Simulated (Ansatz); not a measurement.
**B3LYP/6-31G(d) (Cartesian functions) run of CH4AlClO (SMILES C[O][AlH][Cl])**

What is the vertical singlet–triplet gap of CH4AlClO at B3LYP/6-31G* (Cartesian functions)? 

Program for the calculation: Ansatz 0.2.0.

128 further runs of the same task are left out: 128 set aside as unsound or not needed.

## 1. The system as given

The species is CH4AlClO (8 atoms), meant as a singlet with charge 0. As SMILES, `C[O][AlH][Cl]`. The coordinates come from a PBE0-D4/def2-TZVP relaxation. This is one conformer, not always the lowest.

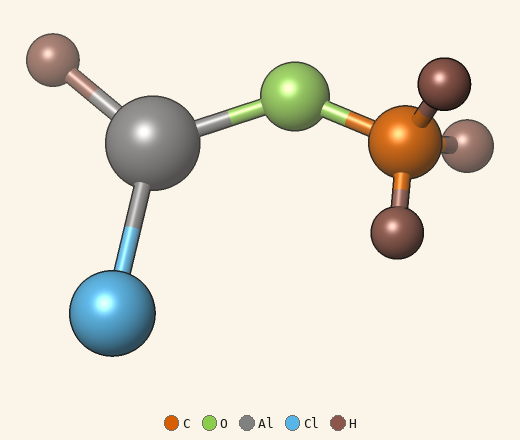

Viewed from a chosen angle; carbon orange, oxygen green, aluminium grey, chlorine blue, hydrogen brown.

## 2. A single-point energy at B3LYP/6-31G(d) (Cartesian functions)

Contents of job.yaml:

```yaml
crystal:
  periodic: [false, false, false]
  atoms:
    - symbol: C
      position_ang: [0.132200, 1.250600, 0.263000]
    - symbol: O
      position_ang: [0.645300, 0.052000, -0.246000]
    - symbol: Al
      position_ang: [0.103400, -1.519700, -0.426600]
    - symbol: Cl
      position_ang: [-1.829000, -2.007800, 0.224400]
    - symbol: H
      position_ang: [0.118400, 2.012400, -0.522500]
    - symbol: H
      position_ang: [-0.886500, 1.136200, 0.650000]
    - symbol: H
      position_ang: [0.770200, 1.612600, 1.075000]
    - symbol: H
      position_ang: [1.038000, -2.593300, -1.072900]
basis:
  gaussian: {orbitals: "6-31G*"}
hamiltonian: {xc: {name: B3LYP}}
accuracy: high
output: {orbitals: {seedname: orbitals}}
```

Run with:

```bash
ansatz run job.yaml --threads 1 --pin off --max-ram 3480MiB --events-out events.jsonl --progress --plain --runs-dir runs
```

The program printed:

```text
Warning: RAYON_NUM_THREADS=1 ignored (pool sized by the plan → 1); use --threads N
Functional definition: B3LYP
  name "B3LYP"
  parameter a0 = 0.2
  parameter ax = 0.72
  parameter ac = 0.81
  exchange = (1 - a0 - ax)*slater_x + ax*b88_x + a0*exact_x
  correlation = (1 - ac)*vwn_rpa_c + ac*lyp_c
1619 factors; integrals over basis functions are off by at most 8.6e-9 eV
mean field evaluation 1: about -22266.1784 eV, gradient 5.3e1 eV
mean field evaluation 2: about -22244.5397 eV, gradient 1.1e2 eV
mean field evaluation 4: about -22271.6031 eV, gradient 5.7e0 eV
mean field evaluation 8: about -22271.7810 eV, gradient 2.7e-1 eV
mean field evaluation 16: about -22271.7812 eV, gradient 1.3e-5 eV
mean field -22271.78120296 eV, -818.4728628534 hartree, gradient 5.1e-8 eV, S^2 0.000000; 0 other end points of the search recorded, 0 dependent functions left out
reference -22271.78124239 eV, -818.4728643024 hartree; 24, 24 occupied and 52, 52 virtual orbitals, 1619 factors
Total energy: -22271.78124239 eV, -818.4728643024 hartree
```

Wall time 5.4 s (1 thread of Intel Xeon Platinum 8488C (Sapphire Rapids), shared host); peak memory 0.26 GiB.

## 3. The triplet at the same level

Contents of in.yaml:

```yaml
crystal:
  periodic: [false, false, false]
  atoms:
    - {symbol: C, position_ang: [0.132200, 1.250600, 0.263000]}
    - {symbol: O, position_ang: [0.645300, 0.052000, -0.246000]}
    - {symbol: Al, position_ang: [0.103400, -1.519700, -0.426600]}
    - {symbol: Cl, position_ang: [-1.829000, -2.007800, 0.224400]}
    - {symbol: H, position_ang: [0.118400, 2.012400, -0.522500]}
    - {symbol: H, position_ang: [-0.886500, 1.136200, 0.650000]}
    - {symbol: H, position_ang: [0.770200, 1.612600, 1.075000]}
    - {symbol: H, position_ang: [1.038000, -2.593300, -1.072900]}
basis:
  gaussian:
    orbitals: "6-31G*"
magnetization:
  spin_polarized: true
  initial_magnetization: 2
output: {orbitals: {seedname: orbitals}}
hamiltonian:
  xc: {name: B3LYP}
accuracy: high
```

Run with:

```bash
ansatz run in.yaml --threads 1 --pin off --max-ram 3480MiB --events-out events.jsonl --progress --plain --runs-dir runs
```

The program printed, cut to the lines that bear on the results:

```text
Warning: RAYON_NUM_THREADS=1 ignored (pool sized by the plan → 1); use --threads N
[... 2 set-up lines as earlier in the session ...]
[...]
1619 factors; integrals over basis functions are off by at most 8.6e-9 eV
[...]
mean field -22265.62527813 eV, -818.2466367885 hartree, gradient 1.1e-8 eV, S^2 2.004075; 10 other end points of the search recorded, 0 dependent functions left out
reference -22265.62531700 eV, -818.2466382168 hartree; 25, 23 occupied and 51, 53 virtual orbitals, 1619 factors
Total energy: -22265.62531700 eV, -818.2466382168 hartree
```

Run time: 35 s. Hardware: 1 thread of Intel Xeon Platinum 8488C (Sapphire Rapids), shared host; peak memory 0.47 GiB.

## 4. What came out

Level: B3LYP/6-31G* (Cartesian functions).

| quantity | value |
| --- | --- |
| singlet: total energy | -818.47286 Eh |
| singlet: HOMO energy | -8.07 eV |
| singlet: LUMO energy | -0.84 eV |
| singlet: HOMO–LUMO gap | 7.23 eV |
| triplet: total energy | -818.24664 Eh |
| triplet: HOMO energy (highest over α and β) | -2.45 eV |
| triplet: ⟨S²⟩ | 2.004 |
| vertical energy of the triplet above the singlet | 6.156 eV |

What this shows: At this shape the triplet lies 6.16 eV (142 kcal/mol) above the singlet.
